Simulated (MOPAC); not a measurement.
**Geometry relaxation, with input and output: Si$_{2}$H$_{4}$BrClO (part 3 of 3)**

Si$_{2}$H$_{4}$BrClO; MNDOD, closed shell (MOPAC 23.2.5). The atoms were displaced at random from an optimised geometry.

Geometry of the input (Å):
```
O  -1.8731  -0.4378  0.1460
Si -0.5244  0.3590  0.5060
Si 1.2260  -0.4822  -0.7819
Cl -0.0823  0.1330  2.5249
Br -0.7804  2.5350  0.1706
H  -2.6885  -0.1982  0.6115
H  2.4576  0.2496  -0.4277
H  1.4047  -1.9173  -0.5149
H  0.9033  -0.2670  -2.2253
```

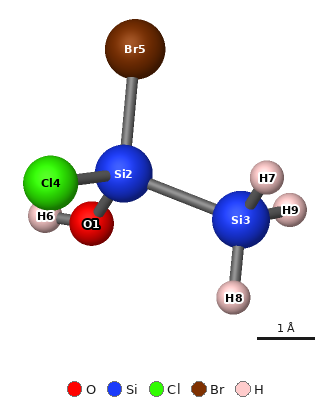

The geometry at step 51 of the log (ball-and-stick view, seen at a tilt; atoms are numbered from 1 in the order of the input).

Trajectory as extended XYZ, continued
```
9
Properties=species:S:1:pos:R:3:forces:R:3 step=38 energy=-5.02803
O    -1.9150   -0.5038    0.1213   -0.0003   0.0004  -0.0002
Si   -0.5033    0.3508    0.5405    0.0001   0.0000  -0.0001
Si    1.1844   -0.4411   -0.7687    0.0007   0.0000   0.0001
Cl   -0.0497    0.1236    2.5408   -0.0001  -0.0005   0.0000
Br   -0.7362    2.5514    0.1427    0.0002   0.0001  -0.0002
H    -2.7835   -0.3674    0.4755    0.0000  -0.0001   0.0004
H     2.3499    0.2768   -0.4062   -0.0004   0.0008   0.0003
H     1.3444   -1.8213   -0.4989    0.0000  -0.0002  -0.0003
H     0.8547   -0.2216   -2.1262   -0.0002  -0.0007   0.0000
9
Properties=species:S:1:pos:R:3:forces:R:3 step=40 energy=-5.02803
O    -1.9151   -0.5036    0.1213   -0.0002   0.0003   0.0001
Si   -0.5032    0.3508    0.5405   -0.0002   0.0000   0.0000
Si    1.1845   -0.4411   -0.7687   -0.0001  -0.0001  -0.0001
Cl   -0.0497    0.1235    2.5408   -0.0001  -0.0002  -0.0001
Br   -0.7362    2.5514    0.1426    0.0004   0.0001   0.0001
H    -2.7835   -0.3675    0.4760   -0.0002  -0.0002   0.0001
H     2.3498    0.2769   -0.4058   -0.0002   0.0003  -0.0001
H     1.3444   -1.8214   -0.4992    0.0004   0.0001   0.0001
H     0.8547   -0.2215   -2.1261    0.0001  -0.0003  -0.0001
9
Properties=species:S:1:pos:R:3:forces:R:3 step=41 energy=-5.02803
O    -1.9148   -0.5037    0.1212   -0.0005   0.0001   0.0000
Si   -0.5031    0.3508    0.5406   -0.0003  -0.0001  -0.0001
Si    1.1844   -0.4411   -0.7688   -0.0003  -0.0001  -0.0002
Cl   -0.0498    0.1235    2.5409    0.0000  -0.0001  -0.0001
Br   -0.7362    2.5514    0.1427    0.0005   0.0001   0.0002
H    -2.7834   -0.3676    0.4755   -0.0001  -0.0001   0.0003
H     2.3497    0.2773   -0.4067   -0.0002   0.0002  -0.0001
H     1.3447   -1.8213   -0.4988    0.0005   0.0002   0.0002
H     0.8539   -0.2222   -2.1261    0.0004  -0.0002  -0.0001
9
Properties=species:S:1:pos:R:3:forces:R:3 step=42 energy=-5.02803
O    -1.9149   -0.5036    0.1212   -0.0004   0.0001   0.0000
Si   -0.5032    0.3508    0.5406   -0.0003  -0.0001  -0.0001
Si    1.1844   -0.4411   -0.7687   -0.0004  -0.0001  -0.0002
Cl   -0.0498    0.1235    2.5409    0.0000  -0.0001  -0.0001
Br   -0.7362    2.5514    0.1427    0.0005   0.0001   0.0002
H    -2.7834   -0.3676    0.4757   -0.0001  -0.0001   0.0003
H     2.3497    0.2772   -0.4065   -0.0002   0.0002  -0.0001
H     1.3446   -1.8213   -0.4989    0.0005   0.0002   0.0002
H     0.8541   -0.2220   -2.1261    0.0004  -0.0002  -0.0001
9
Properties=species:S:1:pos:R:3:forces:R:3 step=43 energy=-5.02803
O    -1.9154   -0.5035    0.1216   -0.0001   0.0000  -0.0001
Si   -0.5034    0.3507    0.5404   -0.0003   0.0002   0.0003
Si    1.1846   -0.4409   -0.7686   -0.0004  -0.0001  -0.0001
Cl   -0.0497    0.1233    2.5406    0.0000  -0.0001  -0.0001
Br   -0.7361    2.5513    0.1425    0.0004   0.0001   0.0002
H    -2.7835   -0.3679    0.4772   -0.0001   0.0000  -0.0001
H     2.3497    0.2771   -0.4051   -0.0001   0.0001  -0.0003
H     1.3444   -1.8213   -0.4995    0.0006   0.0001   0.0002
H     0.8554   -0.2210   -2.1261    0.0001  -0.0002   0.0000
9
Properties=species:S:1:pos:R:3:forces:R:3 step=45 energy=-5.02803
O    -1.9150   -0.5036    0.1212   -0.0004   0.0000   0.0000
Si   -0.5032    0.3508    0.5406   -0.0005   0.0000  -0.0001
Si    1.1844   -0.4410   -0.7688   -0.0005  -0.0001  -0.0001
Cl   -0.0499    0.1234    2.5409    0.0001  -0.0001  -0.0001
Br   -0.7361    2.5514    0.1427    0.0004   0.0002   0.0002
H    -2.7833   -0.3678    0.4760   -0.0001   0.0000   0.0002
H     2.3496    0.2777   -0.4069   -0.0001   0.0001  -0.0001
H     1.3450   -1.8211   -0.4985    0.0007   0.0002   0.0001
H     0.8539   -0.2224   -2.1261    0.0005  -0.0002  -0.0001
9
Properties=species:S:1:pos:R:3:forces:R:3 step=46 energy=-5.02803
O    -1.9149   -0.5035    0.1210   -0.0005   0.0000   0.0001
Si   -0.5031    0.3508    0.5406   -0.0006   0.0000  -0.0002
Si    1.1844   -0.4410   -0.7688   -0.0005  -0.0001  -0.0001
Cl   -0.0502    0.1232    2.5409    0.0003   0.0000  -0.0001
Br   -0.7359    2.5515    0.1428    0.0002   0.0003   0.0002
H    -2.7832   -0.3682    0.4760   -0.0001   0.0001   0.0002
H     2.3493    0.2788   -0.4084   -0.0002   0.0000   0.0001
H     1.3459   -1.8207   -0.4972    0.0009   0.0000  -0.0001
H     0.8529   -0.2240   -2.1262    0.0005  -0.0002   0.0000
9
Properties=species:S:1:pos:R:3:forces:R:3 step=47 energy=-5.02803
O    -1.9154   -0.5032    0.1209   -0.0005   0.0000   0.0001
Si   -0.5034    0.3508    0.5403   -0.0002   0.0003   0.0001
Si    1.1844   -0.4408   -0.7688    0.0001  -0.0003   0.0001
Cl   -0.0503    0.1228    2.5406    0.0005   0.0003   0.0000
Br   -0.7356    2.5515    0.1429   -0.0003   0.0004   0.0002
H    -2.7832   -0.3690    0.4778   -0.0001   0.0000  -0.0004
H     2.3486    0.2810   -0.4096   -0.0003  -0.0002   0.0004
H     1.3475   -1.8199   -0.4948    0.0011  -0.0005  -0.0005
H     0.8529   -0.2264   -2.1265   -0.0003  -0.0001   0.0001
9
Properties=species:S:1:pos:R:3:forces:R:3 step=48 energy=-5.02803
O    -1.9153   -0.5033    0.1210   -0.0003   0.0001   0.0001
Si   -0.5034    0.3508    0.5404   -0.0002   0.0001   0.0000
Si    1.1845   -0.4409   -0.7687   -0.0001  -0.0002   0.0000
Cl   -0.0501    0.1229    2.5406    0.0003   0.0002   0.0000
Br   -0.7358    2.5515    0.1428   -0.0001   0.0003   0.0001
H    -2.7833   -0.3685    0.4772   -0.0003   0.0000  -0.0002
H     2.3489    0.2799   -0.4086   -0.0002  -0.0002   0.0003
H     1.3467   -1.8203   -0.4959    0.0009  -0.0003  -0.0003
H     0.8533   -0.2252   -2.1264   -0.0001   0.0000   0.0000
9
Properties=species:S:1:pos:R:3:forces:R:3 step=50 energy=-5.02803
O    -1.9153   -0.5033    0.1211   -0.0002   0.0001   0.0000
Si   -0.5034    0.3508    0.5403    0.0000   0.0000   0.0000
Si    1.1845   -0.4410   -0.7687    0.0000  -0.0002   0.0000
Cl   -0.0500    0.1230    2.5406    0.0002   0.0001   0.0000
Br   -0.7359    2.5515    0.1428    0.0000   0.0001   0.0001
H    -2.7834   -0.3683    0.4770   -0.0003   0.0000  -0.0001
H     2.3490    0.2794   -0.4080   -0.0002  -0.0001   0.0001
H     1.3464   -1.8205   -0.4964    0.0007  -0.0002  -0.0001
H     0.8537   -0.2247   -2.1264   -0.0001   0.0001   0.0000
9
Properties=species:S:1:pos:R:3:forces:R:3 step=51 energy=-5.02803
O    -1.9154   -0.5031    0.1208   -0.0002   0.0001   0.0001
Si   -0.5034    0.3509    0.5403   -0.0001   0.0000   0.0001
Si    1.1845   -0.4410   -0.7687    0.0000  -0.0002   0.0000
Cl   -0.0502    0.1228    2.5405    0.0003   0.0003   0.0000
Br   -0.7357    2.5516    0.1430   -0.0001   0.0001   0.0000
H    -2.7832   -0.3687    0.4773   -0.0003   0.0001  -0.0002
H     2.3485    0.2811   -0.4098   -0.0003  -0.0002   0.0002
H     1.3479   -1.8199   -0.4944    0.0008  -0.0002  -0.0003
H     0.8527   -0.2271   -2.1265   -0.0001   0.0002   0.0001
9
Properties=species:S:1:pos:R:3:forces:R:3 step=52 energy=-5.02803
O    -1.9153   -0.5034    0.1212   -0.0001   0.0001  -0.0001
Si   -0.5034    0.3508    0.5403    0.0000  -0.0001   0.0000
Si    1.1845   -0.4410   -0.7687   -0.0001  -0.0001   0.0000
Cl   -0.0498    0.1231    2.5406    0.0000   0.0000   0.0000
Br   -0.7360    2.5515    0.1428    0.0001  -0.0001   0.0000
H    -2.7835   -0.3681    0.4768   -0.0002   0.0001   0.0000
H     2.3491    0.2788   -0.4072   -0.0001   0.0001   0.0000
H     1.3459   -1.8207   -0.4972    0.0005  -0.0001   0.0001
H     0.8542   -0.2238   -2.1263   -0.0001   0.0001  -0.0001
9
Properties=species:S:1:pos:R:3:forces:R:3 step=53 energy=-5.02803
O    -1.9154   -0.5033    0.1210   -0.0001   0.0001   0.0000
Si   -0.5034    0.3508    0.5403    0.0000   0.0000   0.0000
Si    1.1845   -0.4410   -0.7687    0.0000  -0.0001   0.0000
Cl   -0.0500    0.1230    2.5405    0.0001   0.0001   0.0000
Br   -0.7359    2.5515    0.1429    0.0001  -0.0001   0.0000
H    -2.7834   -0.3684    0.4770   -0.0003   0.0001  -0.0001
H     2.3489    0.2798   -0.4083   -0.0001   0.0000   0.0001
H     1.3468   -1.8204   -0.4960    0.0005  -0.0001   0.0000
H     0.8536   -0.2253   -2.1264   -0.0001   0.0001   0.0000
9
Properties=species:S:1:pos:R:3:forces:R:3 step=55 energy=-5.02803
O    -1.9154   -0.5033    0.1210   -0.0001   0.0000   0.0000
Si   -0.5034    0.3508    0.5403    0.0000  -0.0001   0.0000
Si    1.1845   -0.4410   -0.7687   -0.0001  -0.0001   0.0000
Cl   -0.0499    0.1230    2.5405    0.0001   0.0000   0.0000
Br   -0.7359    2.5515    0.1429    0.0001  -0.0001  -0.0001
H    -2.7834   -0.3683    0.4770   -0.0002   0.0001   0.0000
H     2.3489    0.2796   -0.4081   -0.0001   0.0000   0.0000
H     1.3468   -1.8205   -0.4962    0.0004  -0.0001   0.0000
H     0.8537   -0.2250   -2.1264   -0.0001   0.0001   0.0000
9
Properties=species:S:1:pos:R:3:forces:R:3 step=56 energy=-5.02803
O    -1.9154   -0.5032    0.1210    0.0000  -0.0001   0.0001
Si   -0.5034    0.3508    0.5403    0.0000  -0.0001   0.0000
Si    1.1845   -0.4411   -0.7687    0.0000  -0.0001   0.0000
Cl   -0.0500    0.1230    2.5405    0.0001   0.0000   0.0000
Br   -0.7359    2.5516    0.1429    0.0001  -0.0001  -0.0001
H    -2.7834   -0.3684    0.4770   -0.0002   0.0002  -0.0001
H     2.3488    0.2799   -0.4083   -0.0001   0.0000   0.0001
H     1.3470   -1.8204   -0.4960    0.0003   0.0000  -0.0001
H     0.8535   -0.2254   -2.1264    0.0000   0.0002   0.0000
9
Properties=species:S:1:pos:R:3:forces:R:3 step=57 energy=-5.02803
O    -1.9154   -0.5033    0.1210   -0.0001   0.0001  -0.0001
Si   -0.5034    0.3508    0.5403    0.0000  -0.0001   0.0000
Si    1.1845   -0.4411   -0.7687    0.0000  -0.0001   0.0000
Cl   -0.0499    0.1230    2.5405    0.0000   0.0000   0.0000
Br   -0.7359    2.5515    0.1429    0.0001  -0.0002  -0.0001
H    -2.7834   -0.3683    0.4769   -0.0001   0.0001   0.0001
H     2.3488    0.2797   -0.4082   -0.0001   0.0001   0.0000
H     1.3469   -1.8205   -0.4961    0.0002   0.0000   0.0000
H     0.8536   -0.2252   -2.1264   -0.0001   0.0001   0.0000
9
Properties=species:S:1:pos:R:3:forces:R:3 step=58 energy=-5.02803
O    -1.9154   -0.5032    0.1210    0.0000  -0.0001   0.0000
Si   -0.5034    0.3508    0.5403    0.0000  -0.0001   0.0000
Si    1.1845   -0.4411   -0.7687    0.0000   0.0000   0.0000
Cl   -0.0499    0.1230    2.5405    0.0000   0.0000   0.0000
Br   -0.7359    2.5515    0.1429    0.0001  -0.0002  -0.0001
H    -2.7835   -0.3683    0.4769   -0.0001   0.0002   0.0000
H     2.3488    0.2798   -0.4082   -0.0001   0.0001   0.0000
H     1.3471   -1.8204   -0.4961    0.0001   0.0001   0.0000
H     0.8535   -0.2252   -2.1264    0.0000   0.0001   0.0000
9
Properties=species:S:1:pos:R:3:forces:R:3 step=60 energy=-5.02803
O    -1.9155   -0.5032    0.1210    0.0000  -0.0002   0.0001
Si   -0.5035    0.3507    0.5403    0.0001  -0.0001   0.0000
Si    1.1845   -0.4410   -0.7687    0.0001   0.0001   0.0000
Cl   -0.0499    0.1230    2.5405   -0.0001  -0.0001   0.0000
Br   -0.7358    2.5515    0.1429    0.0001  -0.0002  -0.0001
H    -2.7835   -0.3683    0.4769   -0.0001   0.0003   0.0000
H     2.3486    0.2801   -0.4083    0.0001   0.0002   0.0000
H     1.3475   -1.8204   -0.4961   -0.0003   0.0001   0.0001
H     0.8534   -0.2253   -2.1263    0.0000   0.0000  -0.0001
9
Properties=species:S:1:pos:R:3:forces:R:3 step=61 energy=-5.02803
O    -1.9155   -0.5032    0.1210    0.0000  -0.0001   0.0000
Si   -0.5035    0.3508    0.5403    0.0001  -0.0002   0.0000
Si    1.1845   -0.4410   -0.7687    0.0001   0.0000   0.0000
Cl   -0.0499    0.1230    2.5405    0.0000  -0.0001   0.0000
Br   -0.7358    2.5515    0.1429    0.0001  -0.0002  -0.0001
H    -2.7835   -0.3683    0.4769   -0.0001   0.0002   0.0000
H     2.3487    0.2801   -0.4083    0.0000   0.0002   0.0000
H     1.3474   -1.8204   -0.4960   -0.0001   0.0001   0.0000
H     0.8534   -0.2253   -2.1263    0.0000   0.0000   0.0000
9
Properties=species:S:1:pos:R:3:forces:R:3 step=62 energy=-5.02803
O    -1.9155   -0.5032    0.1210   -0.0001   0.0000   0.0000
Si   -0.5035    0.3507    0.5403    0.0000   0.0000   0.0000
Si    1.1845   -0.4410   -0.7687    0.0001   0.0000  -0.0001
Cl   -0.0500    0.1230    2.5406    0.0000   0.0000   0.0000
Br   -0.7358    2.5515    0.1429    0.0000  -0.0001   0.0000
H    -2.7835   -0.3682    0.4769   -0.0001   0.0000   0.0000
H     2.3486    0.2803   -0.4085   -0.0001   0.0000   0.0001
H     1.3474   -1.8203   -0.4959    0.0001   0.0000   0.0000
H     0.8533   -0.2254   -2.1264    0.0000   0.0001   0.0000
```

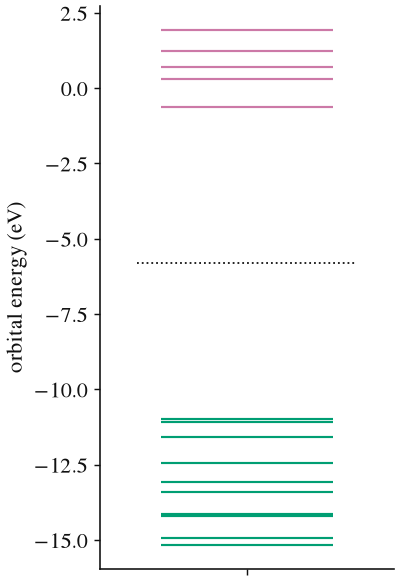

Orbital energies near the frontier; the dotted line parts filled from empty levels, and levels within 0.02 eV of each other stand side by side. Highest filled −11.00 eV, lowest empty −0.65 eV, 10.35 eV apart.

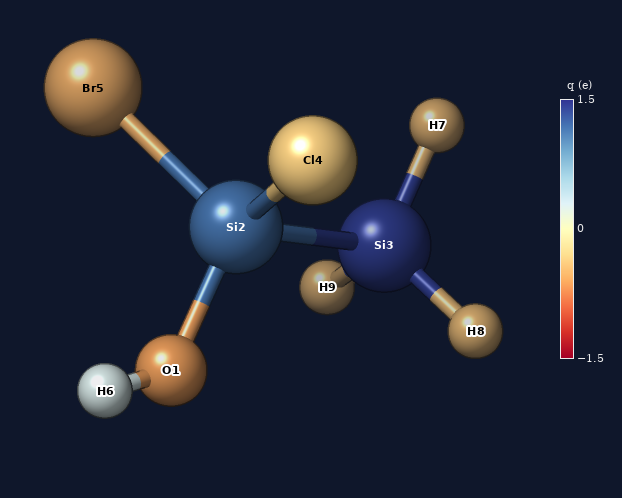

Mulliken charges, as the colour of each atom (ball-and-stick view, seen at a tilt; atoms are numbered from 1 in the order of the input). By element: O −0.63, Si +1.16 to +1.43, Cl −0.36, Br −0.53 and H −0.45 to +0.26 e.

Summary

- outcome: converged
- total energy: −39.267432 hartree
- dispersion energy: 0.000000 hartree
- heat of formation: −115.95 kcal/mol
- basis functions: 44
- largest force: 0.000 eV/Å
- HOMO: −11.00 eV
- LUMO: −0.65 eV
- dipole moment: 1.56 D
- peak memory: 0.071 GiB

MOPAC's energies along a path are heats of formation.
